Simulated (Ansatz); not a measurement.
CH6B: geometry relaxation

The run: geometry relaxation of CH6B, multiplicity 2. Method and program: UKS B3LYP-D4/def2-SVP (Ansatz 0.2.0).

The input holds or restrains some coordinates. It belongs to a series of runs on one base structure; here: pulled along the bonds that form and break, towards end A.

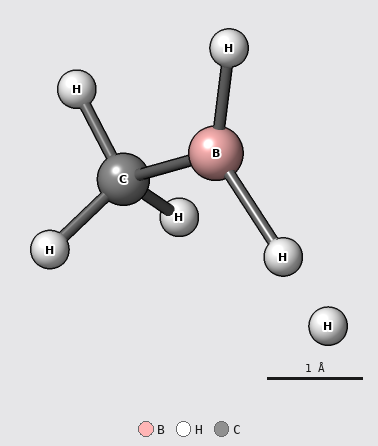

**Figure 1.** The starting structure (ball-and-stick view, seen at a tilt).

## Input file
```yaml
crystal:
  periodic: [false, false, false]
  atoms:
    - { symbol: B, position_ang: [0.0, 0.0, 0.0] }
    - { symbol: H, position_ang: [0.0, 0.0, 1.44] }
    - { symbol: H, position_ang: [1.0305, 0.0, -0.595] }
    - { symbol: C, position_ang: [-1.3856, 0.0, -0.8] }
    - { symbol: H, position_ang: [-1.9458, -0.9305, -0.5708] }
    - { symbol: H, position_ang: [-1.9898, 0.8797, -0.4946] }
    - { symbol: H, position_ang: [-1.1839, 0.0508, -1.8903] }
    - { symbol: H, position_ang: [0.0, 0.0, 2.4] }
magnetization:
  spin_polarized: true
  initial_magnetization: 1
basis:
  gaussian: { orbitals: def2-SVP }
hamiltonian:
  xc: b3lyp
  dispersion: d4
relax:
  f_tol: 0.15
  max_steps: 25
  restrain:
    - { distance: [1, 7], at: 1.86, k: 30.0 }
    - { distance: [0, 1], at: 1.19, k: 30.0 }
output:
  orbitals: {}
```

Launch command:
```bash
ansatz run input.yaml --threads 1 --pin off --max-ram 2048MiB --backend cpu --events-out ev --progress --plain --runs-dir out
```

## Log
```
The last accepted step is kept in [file] (removed where the run ends without a failure and the disk answers)
Engine: ansatz 0.2.0, aarch64-unknown-linux-gnu
Functional definition: B3LYP
  parameter a0 = 0.2
  parameter ax = 0.72
  parameter ac = 0.81
  exchange = (1 - a0 - ax)*slater_x + ax*b88_x + a0*exact_x
  correlation = (1 - ac)*vwn_rpa_c + ac*lyp_c
656 factors; integrals over basis functions are off by at most 4.2e-4 eV
mean field evaluation 1: about -1802.1333 eV, gradient 2.9e1 eV
mean field evaluation 2: about -1800.5312 eV, gradient 3.3e1 eV
mean field evaluation 4: about -1806.4235 eV, gradient 3.5e-1 eV
mean field evaluation 8: about -1806.4357 eV, gradient 5.6e-2 eV
mean field evaluation 16: about -1806.4358 eV, gradient 3.0e-5 eV
mean field -1806.43577307 eV, -66.3852902143 hartree, gradient 3.0e-5 eV, S^2 0.756206; 2 other end points of the search recorded, 0 dependent functions left out
the calculation of the forces begins
reference -1806.43600825 eV, -66.3852988567 hartree; 9, 8 occupied and 49, 50 virtual orbitals, 656 factors
relax step   1: F+E_penalty+E_count = -1806.56889323 eV  Δ(F+E_penalty+E_count) = +0.000e0 eV  max|allowed force component| = 1.294e0 eV/Å  E_restraint = 13.08750000 eV  max|allowed force component, restraints' pulls added| = 3.487e1 eV/Å  Δτ_max = 0.0000 Å  (35 SCF iters, accepted)
  distance H 1 - H 7 = 0.9600 Å
  distance B 0 - H 1 = 1.4400 Å
these checks for a lower state are left out or cut short: starts, cluster_reference, orbital_swaps, neighbouring_geometries, increment
657 factors; integrals over basis functions are off by at most 1.8e-3 eV
mean field -1806.63074103 eV, -66.3924551547 hartree, gradient 7.3e-6 eV, S^2 0.753248; 0 other end points of the search recorded, 0 dependent functions left out
the calculation of the forces begins
reference -1806.63098071 eV, -66.3924639627 hartree; 9, 8 occupied and 49, 50 virtual orbitals, 657 factors
relax step   2: F+E_penalty+E_count = -1806.75306006 eV  Δ(F+E_penalty+E_count) = -1.842e-1 eV  max|allowed force component| = 7.869e-1 eV/Å  E_restraint = 4.09410246 eV  max|allowed force component, restraints' pulls added| = 1.808e1 eV/Å  Δτ_max = 0.1943 Å  (33 SCF iters, accepted)
  distance H 1 - H 7 = 1.3426 Å
  distance B 0 - H 1 = 1.2623 Å
these checks for a lower state are left out or cut short: starts, cluster_reference, orbital_swaps, neighbouring_geometries, increment
656 factors; integrals over basis functions are off by at most 1.8e-3 eV
mean field evaluation 32: about -1806.6208 eV, gradient 3.4e-3 eV
mean field -1806.62078896 eV, -66.3920894227 hartree, gradient 1.4e-5 eV, S^2 0.751169; 0 other end points of the search recorded, 0 dependent functions left out
the calculation of the forces begins
reference -1806.62103073 eV, -66.3920983074 hartree; 9, 8 occupied and 49, 50 virtual orbitals, 656 factors
relax step   3: F+E_penalty+E_count = -1806.74044143 eV  Δ(F+E_penalty+E_count) = +1.262e-2 eV  max|allowed force component| = 2.063e0 eV/Å  E_restraint = 0.47380286 eV  max|allowed force component, restraints' pulls added| = 5.301e0 eV/Å  Δτ_max = 0.1948 Å  (29 SCF iters, accepted)
  distance H 1 - H 7 = 1.6898 Å
  distance B 0 - H 1 = 1.1387 Å
these checks for a lower state are left out or cut short: starts, cluster_reference, orbital_swaps, neighbouring_geometries, increment
656 factors; integrals over basis functions are off by at most 1.5e-3 eV
mean field -1806.44015069 eV, -66.3854510888 hartree, gradient 1.0e-5 eV, S^2 0.751089; 0 other end points of the search recorded, 0 dependent functions left out
the calculation of the forces begins
reference -1806.44039501 eV, -66.3854600672 hartree; 9, 8 occupied and 49, 50 virtual orbitals, 656 factors
relax step   4: F+E_penalty+E_count = -1806.55778800 eV  Δ(F+E_penalty+E_count) = +1.827e-1 eV  max|allowed force component| = 2.642e0 eV/Å  E_restraint = 0.05004189 eV  max|allowed force component, restraints' pulls added| = 2.752e0 eV/Å  Δτ_max = 0.2000 Å  (28 SCF iters, accepted)
  distance H 1 - H 7 = 1.8047 Å
  distance B 0 - H 1 = 1.2068 Å
these checks for a lower state are left out or cut short: starts, cluster_reference, orbital_swaps, neighbouring_geometries, increment
656 factors; integrals over basis functions are off by at most 1.1e-3 eV
mean field -1806.72964456 eV, -66.3960897921 hartree, gradient 1.2e-5 eV, S^2 0.750911; 0 other end points of the search recorded, 0 dependent functions left out
the calculation of the forces begins
reference -1806.72989099 eV, -66.3960988482 hartree; 9, 8 occupied and 49, 50 virtual orbitals, 656 factors
relax step   5: F+E_penalty+E_count = -1806.84531311 eV  Δ(F+E_penalty+E_count) = -2.875e-1 eV  max|allowed force component| = 6.513e-1 eV/Å  E_restraint = 0.02954004 eV  max|allowed force component, restraints' pulls added| = 1.182e0 eV/Å  Δτ_max = 0.1920 Å  (28 SCF iters, accepted)
  distance H 1 - H 7 = 1.8747 Å
  distance B 0 - H 1 = 1.2319 Å
these checks for a lower state are left out or cut short: starts, cluster_reference, orbital_swaps, neighbouring_geometries, increment
656 factors; integrals over basis functions are off by at most 1.2e-3 eV
mean field -1806.66771897 eV, -66.3938140687 hartree, gradient 1.9e-5 eV, S^2 0.750833; 0 other end points of the search recorded, 0 dependent functions left out
the calculation of the forces begins
reference -1806.66796220 eV, -66.3938230074 hartree; 9, 8 occupied and 49, 50 virtual orbitals, 656 factors
relax step   6: F+E_penalty+E_count = -1806.78440188 eV  Δ(F+E_penalty+E_count) = +6.091e-2 eV  max|allowed force component| = 1.057e0 eV/Å  E_restraint = 0.00017165 eV  max|allowed force component, restraints' pulls added| = 9.648e-1 eV/Å  Δτ_max = 0.1999 Å  (26 SCF iters, rejected (line search))
  distance H 1 - H 7 = 1.8614 Å
  distance B 0 - H 1 = 1.1931 Å
these checks for a lower state are left out or cut short: starts, cluster_reference, orbital_swaps, neighbouring_geometries, increment
656 factors; integrals over basis functions are off by at most 1.2e-3 eV
mean field -1806.75318859 eV, -66.3969550194 hartree, gradient 9.4e-6 eV, S^2 0.750870; 0 other end points of the search recorded, 0 dependent functions left out
the calculation of the forces begins
reference -1806.75343300 eV, -66.3969640015 hartree; 9, 8 occupied and 49, 50 virtual orbitals, 656 factors
relax step   7: F+E_penalty+E_count = -1806.86973391 eV  Δ(F+E_penalty+E_count) = -2.442e-2 eV  max|allowed force component| = 3.305e-1 eV/Å  E_restraint = 0.00176497 eV  max|allowed force component, restraints' pulls added| = 1.000e-1 eV/Å  Δτ_max = 0.0836 Å  (27 SCF iters, accepted)
  distance H 1 - H 7 = 1.8631 Å
  distance B 0 - H 1 = 1.2004 Å
656 factors; integrals over basis functions are off by at most 1.2e-3 eV
mean field evaluation 64: about -1806.7416 eV, gradient 6.1e-2 eV
```

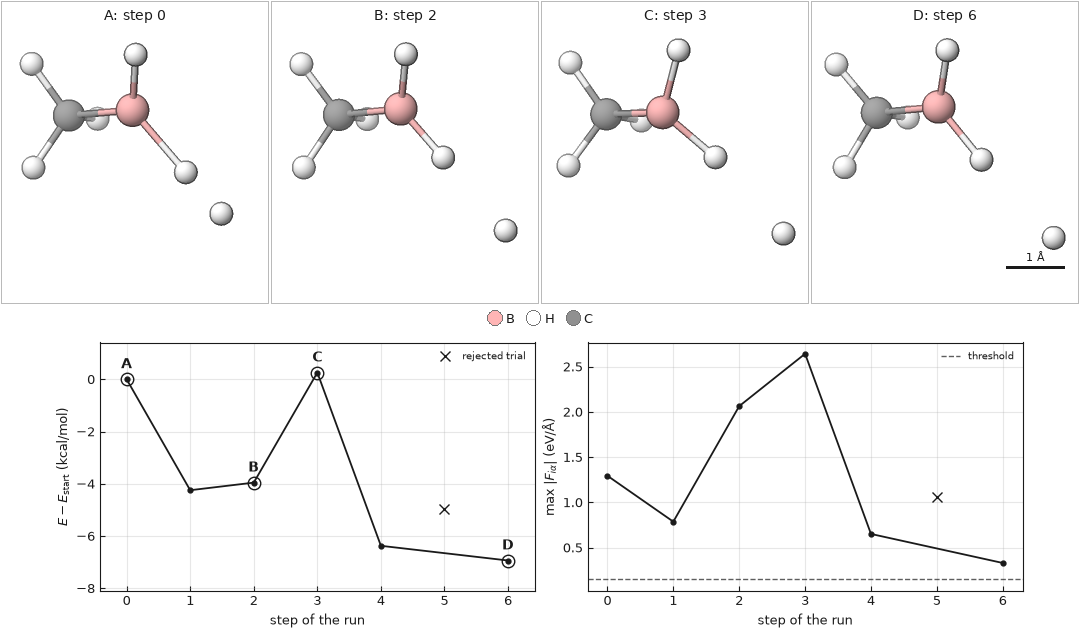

**Figure 2.** Frames of the restrained relaxation (ball-and-stick view, seen at a tilt) above the curves, on which the letters mark them (the first geometry is step 0 here and step 1 in the log).

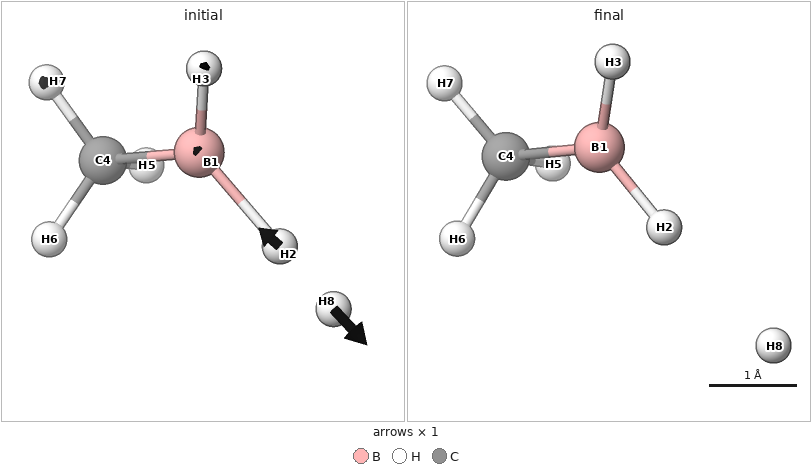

**Figure 3.** Before (left) and after (right) the restrained relaxation, at one scale (ball-and-stick view, seen at a tilt). The black arrows give the displacements, at true length. After 6 geometry steps the energy has fallen by 6.94 kcal/mol. The largest force component goes from 1.3 to 0.33 eV/Å. The line search rejected the trial step at point 5 (counted from 0) and went back. The atom that moves furthest after the best rigid fit is H8 (0.58 Å). Largest moves by element: H 0.58 Å, B 0.09 Å, C 0.07 Å. Among the contacts that change: B1–H2 1.440 → 1.200 Å, B1–C4 1.600 → 1.557 Å, B1–H3 1.190 → 1.205 Å, C4–H6 1.110 → 1.104 Å. Among the angles that change: B1–C4–H7 109.5° → 115.9°, H5–C4–H6 109.4° → 104.2°, H3–B1–C4 120.0° → 123.0°. (Atoms are counted from 1 in the order of the input.)

```
mean field -1806.75318859 eV, -66.3969550194 hartree, gradient 9.4e-6 eV, S^2 0.750870; 1 other end points of the search recorded, 0 dependent functions left out
the calculation of the forces begins
reference -1806.75343300 eV, -66.3969640015 hartree; 9, 8 occupied and 49, 50 virtual orbitals, 656 factors
Total energy: -1806.86997833 eV, -66.4012469631 hartree
Atom 0 at     0.000550     0.018230    -0.085844 Å, force    -0.055536    -0.063932    -0.330452 eV/Å
Atom 1 at    -0.003087     0.060306     1.113812 Å, force     0.003404     0.039751     0.319327 eV/Å
Atom 2 at     1.068379    -0.063287    -0.637899 Å, force     0.086556     0.003114    -0.048787 eV/Å
Atom 3 at    -1.353444     0.021958    -0.854067 Å, force     0.033916     0.020707    -0.085277 eV/Å
Atom 4 at    -1.891030    -0.907015    -0.575752 Å, force    -0.004702    -0.021707     0.001346 eV/Å
Atom 5 at    -2.009429     0.833265    -0.493943 Å, force    -0.045245     0.032668     0.022327 eV/Å
Atom 6 at    -1.284305     0.066420    -1.951720 Å, force    -0.015428    -0.007422     0.034102 eV/Å
Atom 7 at    -0.002234    -0.029877     2.974714 Å, force    -0.002965    -0.003178     0.087415 eV/Å
Dipole moment:    -0.149091    -0.005146    -0.112696 e Å
```

## Trajectory as extended XYZ (Å, eV, eV/Å), 7 frames, from step=1 to step=7
```
8
Properties=species:S:1:pos:R:3:forces:R:3 step=1 energy=-1806.56889
B     0.0000    0.0000    0.0000   -1.2942  -0.0171  -0.7481
H     0.0000    0.0000    1.4400    0.0445  -0.0013  -0.3677
H     1.0305    0.0000   -0.5950    0.5930  -0.0057   0.0430
C    -1.3856    0.0000   -0.8000    1.1265   0.0835   0.2965
H    -1.9458   -0.9305   -0.5708   -0.0757   0.2543   0.0124
H    -1.9898    0.8797   -0.4946   -0.0842  -0.2819  -0.0128
H    -1.1839    0.0508   -1.8903   -0.2837  -0.0316   0.2256
H     0.0000    0.0000    2.4000   -0.0264  -0.0001   0.5511
8
Properties=species:S:1:pos:R:3:forces:R:3 step=2 energy=-1806.75306
B    -0.0082   -0.0002   -0.0105   -0.7671  -0.0122  -0.0612
H     0.0003    0.0000    1.2518    0.0255  -0.0049  -0.3881
H     1.0365   -0.0001   -0.5935    0.3394  -0.0059   0.0163
C    -1.3789    0.0007   -0.7991    0.7869   0.0666  -0.0273
H    -1.9460   -0.9265   -0.5705   -0.0363   0.2420   0.0310
H    -1.9904    0.8757   -0.4947   -0.0488  -0.2568   0.0111
H    -1.1875    0.0505   -1.8885   -0.2908  -0.0291   0.1618
H    -0.0004    0.0000    2.5943   -0.0090   0.0004   0.2564
8
Properties=species:S:1:pos:R:3:forces:R:3 step=3 energy=-1806.74044
B    -0.0137   -0.0004   -0.0393   -0.3094  -0.0058  -1.7688
H    -0.0001   -0.0003    1.0994    0.0240  -0.0074   2.0634
H     1.0431   -0.0003   -0.5980    0.2761  -0.0081  -0.1928
C    -1.3712    0.0018   -0.8061    0.3166   0.0409  -0.2766
H    -1.9453   -0.9198   -0.5698    0.0135   0.2081   0.0268
H    -1.9901    0.8690   -0.4944   -0.0021  -0.2105   0.0126
H    -1.1969    0.0500   -1.8916   -0.3150  -0.0174  -0.0604
H    -0.0005    0.0000    2.7892   -0.0037   0.0002   0.1959
8
Properties=species:S:1:pos:R:3:forces:R:3 step=4 energy=-1806.55779
B    -0.0086    0.1979   -0.0647    0.2396  -2.6422  -0.6208
H    -0.0260   -0.0643    1.1131    0.0692   0.8518   0.4491
H     1.0571   -0.0935   -0.6258   -0.3148   0.9377   0.2069
C    -1.3598    0.0477   -0.8396   -0.0415   0.7686  -0.0815
H    -1.8500   -0.8917   -0.4891    0.2110   0.2669   0.0253
H    -2.0658    0.8681   -0.5896   -0.0615  -0.2051  -0.0425
H    -1.2456   -0.0001   -1.9322   -0.0992   0.0378  -0.0345
H     0.0241   -0.0641    2.9172   -0.0028  -0.0154   0.0980
8
Properties=species:S:1:pos:R:3:forces:R:3 step=5 energy=-1806.84531
B    -0.0091    0.0073   -0.0875    0.4049   0.3803  -0.0972
H    -0.0058    0.0422    1.1439   -0.0322  -0.0601  -0.3649
H     1.0986   -0.0344   -0.6481   -0.6513  -0.0891   0.2830
C    -1.3706    0.0387   -0.8668    0.2422  -0.1133   0.1293
H    -1.8879   -0.8898   -0.5428   -0.1102   0.0357  -0.0969
H    -2.0472    0.8642   -0.5618    0.1898  -0.1478   0.0671
H    -1.2812    0.0297   -1.9631   -0.0415  -0.0040   0.0114
H     0.0286   -0.0578    3.0155   -0.0017  -0.0018   0.0682
8
Properties=species:S:1:pos:R:3:forces:R:3 step=6 energy=-1806.78440 accepted=F
B     0.0361    0.0073   -0.0906   -0.0062  -0.1016  -1.0574
H    -0.0273    0.0498    1.1001   -0.0121   0.0420   0.4629
H     1.1256   -0.1115   -0.5980    0.0197   0.0189  -0.0158
C    -1.3122    0.0370   -0.8797   -0.8119  -0.0074   0.0358
H    -1.8122   -0.9270   -0.6072    0.0783   0.1880   0.1134
H    -1.9695    0.8036   -0.4145   -0.0045  -0.1752  -0.0324
H    -1.4597    0.1178   -1.9818    0.7425   0.0359   0.3990
H    -0.0555    0.0230    2.9610   -0.0059  -0.0005   0.0944
8
Properties=species:S:1:pos:R:3:forces:R:3 step=7 energy=-1806.86973
B     0.0006    0.0182   -0.0858   -0.0555  -0.0639  -0.3305
H    -0.0031    0.0603    1.1138    0.0034   0.0398   0.3193
H     1.0684   -0.0633   -0.6379    0.0866   0.0031  -0.0488
C    -1.3534    0.0220   -0.8541    0.0339   0.0207  -0.0853
H    -1.8910   -0.9070   -0.5758   -0.0047  -0.0217   0.0013
H    -2.0094    0.8333   -0.4939   -0.0452   0.0327   0.0223
H    -1.2843    0.0664   -1.9517   -0.0154  -0.0074   0.0341
H    -0.0022   -0.0299    2.9747   -0.0030  -0.0032   0.0874
```

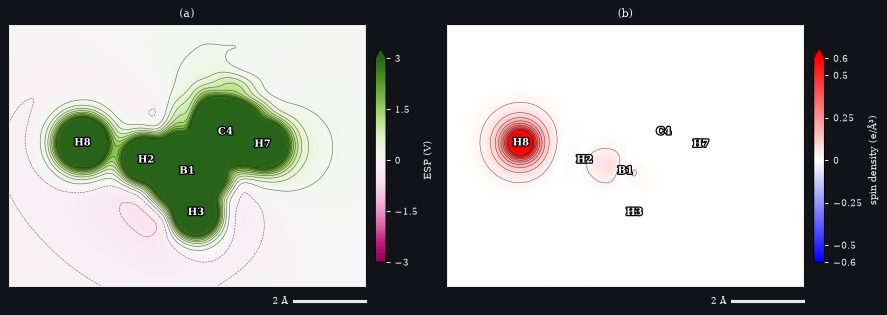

**Figure 4.** (a) molecular electrostatic potential; (b) spin density on the plane of atoms B1, C4 and H7. The unpaired spin (1 electron) lies mostly on H8 (about 0.9), in electrons by Hirshfeld's partition.

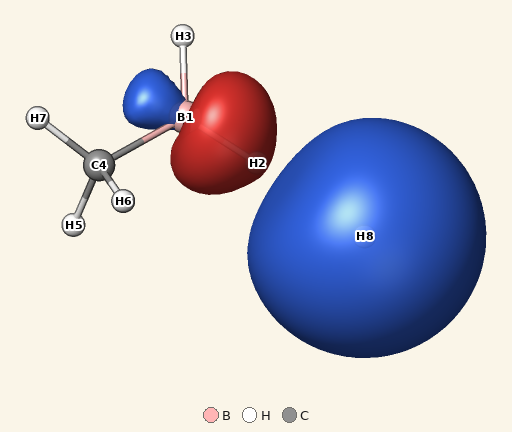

**Figure 5.** The LUMO (β) at ±0.08 Å⁻³ᐟ² (red and blue are the two phases), seen at a tilt. It lies mainly on H8 (85 %). Its energy is −2.11 eV.

## Results in brief

| quantity | value |
| --- | --- |
| outcome | converged under the restraints of the input |
| total energy | −1806.8700 eV |
| mean-field energy | −1806.7534 eV |
| ⟨S²⟩ | 0.751 |
| largest force (length of the vector) at the end, held atoms and coordinates included | 0.341 eV/Å |
| hardware | 1 thread of Arm Neoverse V1, 24 GiB of memory available, shared host |
| wall time | 15 s |
| peak memory | 0.12 GiB |
